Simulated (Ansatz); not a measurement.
# GeS (germanium sulfide) at SVWN5/aug-cc-pVTZ

Aim: the vertical electron affinity of GeS (germanium sulfide) at SVWN5/aug-cc-pVTZ, from 2 runs. 

Program for the calculation: Ansatz 0.2.0.

30 further runs of the same task are left out: 30 set aside as unsound or not needed.

## Step 1: The molecule

GeS has 2 atoms, charge 0, and is taken as a singlet. SMILES: `[S+]#[Ge-]`. Geometry: the measured bond length.

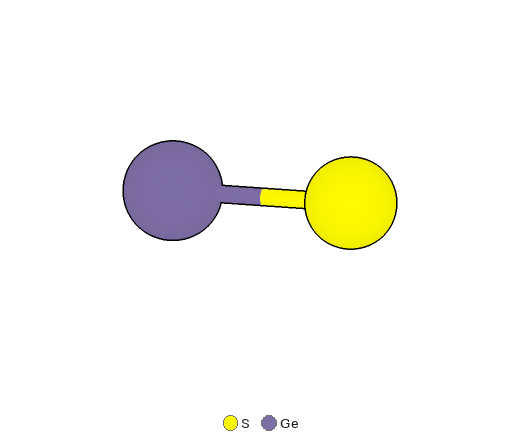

Viewed from a chosen angle; sulfur yellow, germanium purple.

## Step 2: A single-point energy at SVWN5/aug-cc-pVTZ

The input, job.yaml:

```yaml
crystal:
  periodic: [false, false, false]
  atoms:
    - {symbol: S, position_ang: [0.000000, 0.000000, 0.000000]}
    - {symbol: Ge, position_ang: [0.000000, 0.000000, 2.012086]}
basis:
  gaussian: {orbitals: aug-cc-pVTZ}
output: {orbitals: {seedname: orbitals}}
hamiltonian: {xc: {name: SVWN5}}
accuracy: high
```

Command:

```sh
ansatz run job.yaml --threads 1 --pin off --max-ram 3480MiB --events-out events.jsonl --progress --plain --runs-dir runs
```

Log:

```text
Warning: RAYON_NUM_THREADS=1 ignored (pool sized by the plan → 1); use --threads N
Functional definition: SVWN5
  name "SVWN5"
  exchange = slater_x
  correlation = vwn5_c
1389 factors; integrals over basis functions are off by at most 4.7e-9 eV
mean field evaluation 1: about -67230.7897 eV, gradient 3.2e1 eV
mean field evaluation 2: about -67192.2173 eV, gradient 1.0e2 eV
mean field evaluation 4: about -67233.2784 eV, gradient 6.7e0 eV
mean field evaluation 8: about -67233.4059 eV, gradient 4.6e-1 eV
mean field evaluation 16: about -67233.4066 eV, gradient 2.5e-6 eV
mean field -67233.40660582 eV, -2470.7821203242 hartree, gradient 3.7e-8 eV, S^2 0.000000; 0 other end points of the search recorded, 0 dependent functions left out
reference -67233.40660887 eV, -2470.7821204362 hartree; 24, 24 occupied and 85, 85 virtual orbitals, 1389 factors
Total energy: -67233.40660887 eV, -2470.7821204362 hartree
```

It took 4.8 s on 1 thread of Arm Neoverse V1, shared host; peak memory 0.2 GiB.

## Step 3: The doublet anion

The input, job.yaml:

```yaml
crystal:
  periodic: [false, false, false]
  atoms:
    - symbol: S
      position_ang: [0.000000, 0.000000, 0.000000]
    - symbol: Ge
      position_ang: [0.000000, 0.000000, 2.012086]
basis:
  gaussian:
    orbitals: aug-cc-pVTZ
accuracy: high
magnetization:
  spin_polarized: true
  initial_magnetization: 1
total_charge: -1
hamiltonian:
  xc: {name: SVWN5}
output: {orbitals: {seedname: orbitals}}
```

Command:

```sh
ansatz run job.yaml --threads 1 --pin off --max-ram 3480MiB --events-out events.jsonl --progress --plain --runs-dir runs
```

Log:

```text
Warning: RAYON_NUM_THREADS=1 ignored (pool sized by the plan → 1); use --threads N
[... 4 set-up lines as earlier in the session ...]
1389 factors; integrals over basis functions are off by at most 4.7e-9 eV
mean field evaluation 1: about -67231.8552 eV, gradient 2.2e1 eV
mean field evaluation 2: about -67224.8618 eV, gradient 3.8e1 eV
mean field evaluation 4: about -67233.8360 eV, gradient 5.0e0 eV
mean field evaluation 8: about -67234.0034 eV, gradient 9.7e-1 eV
mean field evaluation 16: about -67234.0078 eV, gradient 7.6e-3 eV
mean field evaluation 32: about -67234.0078 eV, gradient 7.6e-7 eV
mean field evaluation 64: about -67232.3720 eV, gradient 5.1e0 eV
mean field evaluation 96: about -67232.6075 eV, gradient 4.5e-1 eV
mean field -67234.00779294 eV, -2470.8042135433 hartree, gradient 1.4e-8 eV, S^2 0.751235; 8 other end points of the search recorded, 0 dependent functions left out
reference -67234.00779548 eV, -2470.8042136364 hartree; 25, 24 occupied and 84, 85 virtual orbitals, 1389 factors
Total energy: -67234.00779548 eV, -2470.8042136364 hartree
```

Run time: 23 s. Hardware: 1 thread of Arm Neoverse V1, shared host; peak memory 0.28 GiB.

## Step 4: Results

Level: SVWN5/aug-cc-pVTZ.

| quantity | value |
| --- | --- |
| singlet GeS: total energy | -2470.78212 Eh |
| singlet GeS: HOMO energy | -7.02 eV |
| singlet GeS: LUMO energy | -3.34 eV |
| singlet GeS: HOMO–LUMO gap | 3.69 eV |
| doublet anion: total energy | -2470.80421 Eh |
| doublet anion: HOMO energy (highest over α and β) | 1.81 eV |
| doublet anion: LUMO energy (lowest over α and β) | 1.82 eV |
| doublet anion: ⟨S²⟩ | 0.751 |
| vertical electron affinity (to the doublet anion) | 0.601 eV |

At fixed nuclei the extra electron is bound by 0.60 eV (13.9 kcal/mol). The HOMO (doublet anion) lies at positive energy, 1.81 eV, as semi-local functionals often give for anions; only total energies tell whether the electron is bound.
